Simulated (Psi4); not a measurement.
# CH5BN2 (SMILES NC1BN1): BLYP/cc-pVDZ

Aim: the energy change on altering one bond length of CH5BN2 at BLYP/cc-pVDZ, from 2 runs. 

The results are computed with Psi4 1.11.

1 further run of the same task is left out (it didn't finish).

### Step 1. Starting point

CH5BN2 has 9 atoms, charge 0, and is taken as a singlet. SMILES: `NC1BN1`. The shape is that of a PBE0-D4/def2-TZVP optimisation. This is one conformer, not always the lowest.

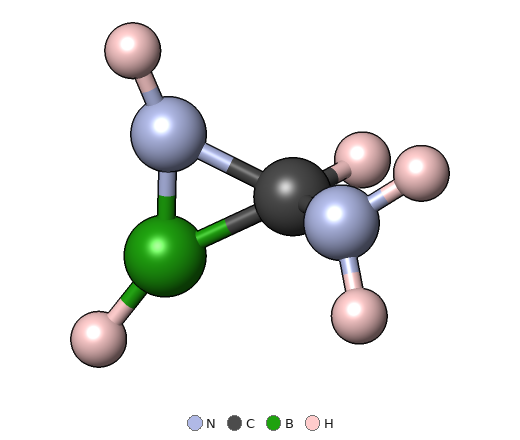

The structure, seen from a chosen angle (nitrogen light blue, carbon dark grey, boron green, hydrogen pink).

### Step 2. Energy and gradient at BLYP/cc-pVDZ

File ch5bn2.xyz:

```xyz
9
CH5BN2
N      0.142900     1.194400    -0.640600
C     -0.364200    -0.077200    -0.222300
B      0.591200    -1.194100     0.303200
N     -0.130500    -0.469900     1.171500
H      0.784000     1.117400    -1.417000
H     -0.589900     1.842600    -0.892400
H     -1.366400    -0.317200    -0.582700
H      1.414200    -2.039000     0.194700
H     -0.392800    -0.103200     2.068300
```

File ch5bn2.py:

```python
import psi4

psi4.set_memory(1600000000)
psi4.set_num_threads(1)
psi4.core.set_output_file('output.dat', False)

with open('ch5bn2.xyz') as f:
    atoms = ''.join(f.readlines()[2:])
m = psi4.geometry('0 1\n' + atoms + 'symmetry c1')

psi4.set_options({
    'puream': True,
    'e_convergence': 1e-09,
    'd_convergence': 1e-08,
    'scf_type': 'pk',
    'dft_radial_points': 99,
    'dft_spherical_points': 590,
})

e_tot, wfn = psi4.gradient('blyp/cc-pVDZ', molecule=m, return_wfn=True)
print('gradient / Eh bohr^-1')
print(e_tot.np.round(6))
print(f'energy = {wfn.energy():.10f} Eh')
for k, v in sorted(psi4.core.scalar_variables().items()):
    print(f'{k:45s} {v:18.10f}')
```

On the command line:

```console
$ python ch5bn2.py
```

output.dat:

```text
[...]
  Running in c1 symmetry.
[...]
  Nuclear repulsion =  109.448343715886125
[...]
  Multiplicity = 1
[...]
  Nalpha       = 15
  Nbeta        = 15
[...]
    Number of basis functions: 81
[...]
   @RKS iter   1:  -174.82996725109712    1.75386e-01   1.27671e-02 ADIIS/DIIS
[...]
   @RKS iter  13:  -175.35921341343530   -4.83169e-13   1.44551e-09 DIIS
[...]
    Orbital Energies [Eh]
    ---------------------
    Doubly Occupied:
       1A    -14.017523     2A    -13.991628     3A     -9.952211
       4A     -6.532344     5A     -0.838980     6A     -0.761014
       7A     -0.565886     8A     -0.479450     9A     -0.423821
      10A     -0.395405    11A     -0.377176    12A     -0.306629
      13A     -0.239011    14A     -0.222089    15A     -0.179849
[...]
  @RKS Final Energy:  -175.35921341343530
   => Energetics <=
    Nuclear Repulsion Energy =            109.4483437158861250
    One-Electron Energy =                -452.9519103727361085
    Two-Electron Energy =                 193.3096208276359675
    DFT Exchange-Correlation Energy =     -25.1652675842212581
    Empirical Dispersion Energy =           0.0000000000000000
    VV10 Nonlocal Energy =                  0.0000000000000000
    Total Energy =                       -175.3592134134352989
[...]
 Multipole Moments:
 ------------------------------------------------------------------------------------
     Multipole            Electronic (a.u.)      Nuclear  (a.u.)        Total (a.u.)
 ------------------------------------------------------------------------------------
 L = 1.  Multiply by 2.5417464519 to convert [e a0] to [Debye]
 Dipole X            :          0.4772707           -0.8489416           -0.3716709
 Dipole Y            :         -1.5272956            1.8335889            0.3062933
 Dipole Z            :          1.3596783           -1.3772831           -0.0176047
 Magnitude           :                                                    0.4819385
[...]
  -Total Gradient:
     Atom            X                  Y                   Z
    ------   -----------------  -----------------  -----------------
       1       -0.006880779763    -0.004477207467    -0.013634295279
       2        0.003429953726    -0.002880277025     0.012563073551
       3       -0.010985244257     0.012495434597     0.005725127490
       4        0.001801392703     0.001178649107    -0.012133671427
       5       -0.008350020947     0.000477092890     0.011936769946
       6        0.010017474085    -0.009114296862     0.005521554357
       7        0.011520715860     0.002964172969     0.003647869050
       8       -0.004340634640     0.004497699547     0.000374610424
       9        0.003786567264    -0.005143316835    -0.013998880997
[...]
```

Standard output:

```text
gradient / Eh bohr^-1
[[-0.006881 -0.004477 -0.013634]
 [ 0.00343  -0.00288   0.012563]
 [-0.010985  0.012495  0.005725]
 [ 0.001801  0.001179 -0.012134]
 [-0.00835   0.000477  0.011937]
 [ 0.010017 -0.009114  0.005522]
 [ 0.011521  0.002964  0.003648]
 [-0.004341  0.004498  0.000375]
 [ 0.003787 -0.005143 -0.013999]]
energy = -175.3592134134 Eh
CURRENT ENERGY                                   -175.3592134134
CURRENT REFERENCE ENERGY                         -175.3592134134
DD SOLVATION ENERGY                                 0.0000000000
DFT FUNCTIONAL TOTAL ENERGY                      -175.3592134134
DFT TOTAL ENERGY                                 -175.3592134134
DFT VV10 ENERGY                                     0.0000000000
DFT XC ENERGY                                     -25.1652675842
GRID ELECTRONS ALPHA                               15.0000000909
GRID ELECTRONS BETA                                15.0000000909
GRID ELECTRONS TOTAL                               30.0000001818
NUCLEAR REPULSION ENERGY                          109.4483437159
ONE-ELECTRON ENERGY                              -452.9519103727
PCM POLARIZATION ENERGY                             0.0000000000
PE ENERGY                                           0.0000000000
SCF ITERATION ENERGY                             -175.3592134134
SCF ITERATIONS                                     13.0000000000
SCF TOTAL ENERGY                                 -175.3592134134
TWO-ELECTRON ENERGY                               193.3096208276
XC GRID RADIAL POINTS                              99.0000000000
XC GRID SPHERICAL POINTS                          590.0000000000
XC GRID TOTAL POINTS                           497850.0000000000
```

It took 29 s on 1 thread of Intel Xeon Platinum 8375C at 2.90GHz (Ice Lake), shared host; peak memory 0.9 GiB.

### Step 3. The distorted shape, same level

File calc.py:

```python
import psi4

psi4.set_memory(1600000000)
psi4.set_num_threads(1)
psi4.core.set_output_file('psi4.out', False)

m = psi4.geometry("""
0 1
N      0.68548303     1.88960896    -1.06780675
C     -0.27279708    -0.51336678    -0.27733432
B      1.53264726    -2.62400189     0.71571676
N      0.16883191    -1.25546223     2.35656596
H      1.89698645     1.74410005    -2.53499012
H     -1.11474944     3.48200936    -1.68639159
H     -2.16668061    -0.96690105    -0.95839161
H      3.08789186    -4.22063149     0.51068148
H     -0.32684325    -0.56249966     4.05127234
units au
symmetry c1
no_reorient
no_com
""")

psi4.set_options({
    'basis': 'cc-pVDZ',
    'puream': True,
    'e_convergence': 1e-09,
    'd_convergence': 1e-08,
    'scf_type': 'pk',
    'dft_radial_points': 99,
    'dft_spherical_points': 590,
})

e_tot, wfn = psi4.gradient("blyp", molecule=m, return_wfn=True)
print('gradient / Eh bohr^-1')
print(e_tot.np.round(6))
print(f'energy = {wfn.energy():.10f} Eh')
```

On the command line:

```console
$ python calc.py
```

psi4.out:

```text
[...]
  Running in c1 symmetry.
[...]
  Nuclear repulsion =  108.231898842404320
[...]
  Multiplicity = 1
[...]
  Nalpha       = 15
  Nbeta        = 15
[...]
    Number of basis functions: 81
[...]
   @RKS iter   1:  -174.76585771597723    1.41986e-01   1.28626e-02 DIIS/ADIIS
[...]
   @RKS iter  13:  -175.32549388046070   -9.66338e-13   1.52143e-09 DIIS
[...]
    Orbital Energies [Eh]
    ---------------------
    Doubly Occupied:
       1A    -14.020912     2A    -14.012703     3A     -9.955558
       4A     -6.536353     5A     -0.840150     6A     -0.743781
       7A     -0.564631     8A     -0.480240     9A     -0.402343
      10A     -0.381925    11A     -0.373497    12A     -0.308627
      13A     -0.241249    14A     -0.223300    15A     -0.178752
[...]
  @RKS Final Energy:  -175.32549388046070
   => Energetics <=
    Nuclear Repulsion Energy =            108.2318988424043198
    One-Electron Energy =                -450.5560170096108550
    Two-Electron Energy =                 192.0663310278447682
    DFT Exchange-Correlation Energy =     -25.0677067410989665
    Empirical Dispersion Energy =           0.0000000000000000
    VV10 Nonlocal Energy =                  0.0000000000000000
    Total Energy =                       -175.3254938804606979
[...]
 Multipole Moments:
 ------------------------------------------------------------------------------------
     Multipole            Electronic (a.u.)      Nuclear  (a.u.)        Total (a.u.)
 ------------------------------------------------------------------------------------
 L = 1.  Multiply by 2.5417464519 to convert [e a0] to [Debye]
 Dipole X            :        -13.7329270           13.3832634           -0.3496636
 Dipole Y            :         12.4913413          -12.2851058            0.2062355
 Dipole Z            :        -10.2947501           10.3180729            0.0233228
 Magnitude           :                                                    0.4066223
[...]
  -Total Gradient:
     Atom            X                  Y                   Z
    ------   -----------------  -----------------  -----------------
       1        0.062072025060    -0.067491596764    -0.000487100262
       2        0.010252896765    -0.005507201431     0.016200683850
       3       -0.013088736991     0.012316417146     0.005818599937
       4        0.001814944010    -0.000841712918    -0.011745457181
       5       -0.003448498546    -0.002864955988     0.017916760122
       6       -0.067906327330     0.060951437661    -0.017386365328
       7        0.010457529395     0.003851407447     0.003538252062
       8       -0.004323417251     0.004404114542     0.000378193551
       9        0.004168466916    -0.004819113866    -0.014230857983
[...]
```

The script printed:

```text
gradient / Eh bohr^-1
[[ 0.062072 -0.067492 -0.000487]
 [ 0.010253 -0.005507  0.016201]
 [-0.013089  0.012316  0.005819]
 [ 0.001815 -0.000842 -0.011745]
 [-0.003448 -0.002865  0.017917]
 [-0.067906  0.060951 -0.017386]
 [ 0.010458  0.003851  0.003538]
 [-0.004323  0.004404  0.000378]
 [ 0.004168 -0.004819 -0.014231]]
energy = -175.3254938805 Eh
```

Run time: 29 s. Hardware: 1 thread of Intel Xeon Platinum 8375C at 2.90GHz (Ice Lake), shared host; peak memory 0.89 GiB.

### Step 4. What came out

At BLYP/cc-pVDZ:

| quantity | value |
| --- | --- |
| first shape: total energy | -175.35921 Eh |
| first shape: dipole moment | 1.22 D |
| first shape: HOMO energy | -4.89 eV |
| first shape: LUMO energy | -0.22 eV |
| first shape: HOMO–LUMO gap | 4.68 eV |
| first shape: largest force on an atom | 0.905 eV/Å |
| distorted shape: total energy | -175.32549 Eh |
| distorted shape: dipole moment | 1.03 D |
| distorted shape: HOMO energy | -4.86 eV |
| distorted shape: LUMO energy | -0.60 eV |
| distorted shape: HOMO–LUMO gap | 4.26 eV |
| distorted shape: largest force on an atom | 4.777 eV/Å |
| energy change with the N1–H6 bond stretched from 1.010 to 1.313 Å | 0.918 eV |

**Reading.** With the N1–H6 bond stretched from 1.010 to 1.313 Å the energy rises by 0.92 eV (21.2 kcal/mol). The first shape isn't relaxed at this level, so the change isn't measured from a minimum. The largest force (first shape) is 0.90 eV/Å: the shape isn't a stationary point for this species at this level.
